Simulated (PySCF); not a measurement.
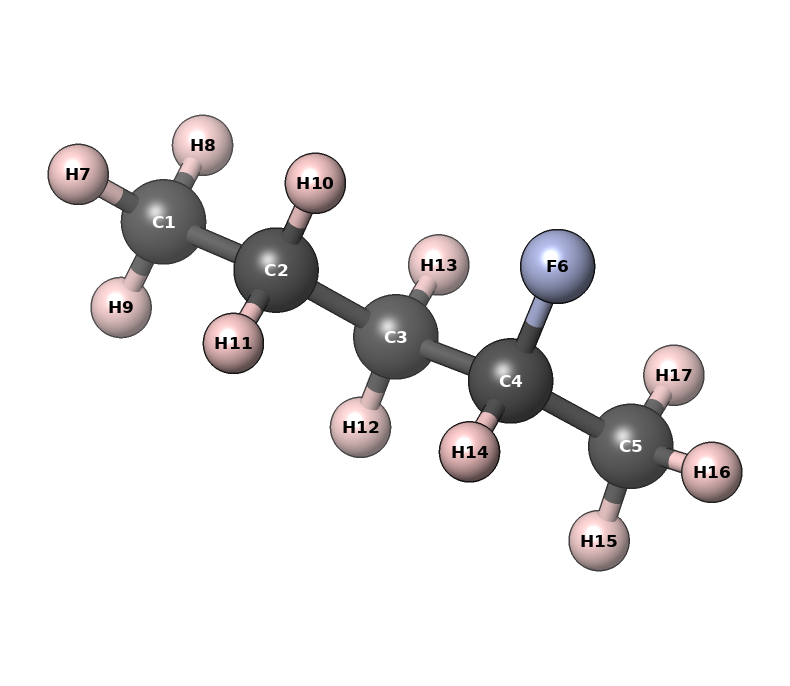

Atoms fade into the background with distance from the viewer. The computed structure is the end point of a PBE0-D3(BJ)/def2-SVP optimisation. No frequency run is at hand to confirm it as a minimum.

> Which atoms or bonds are stereogenic?

Centres: C4.

> What are the Cahn–Ingold–Prelog descriptors?

C4: R (priorities F6 > C3 > C5 > H14).
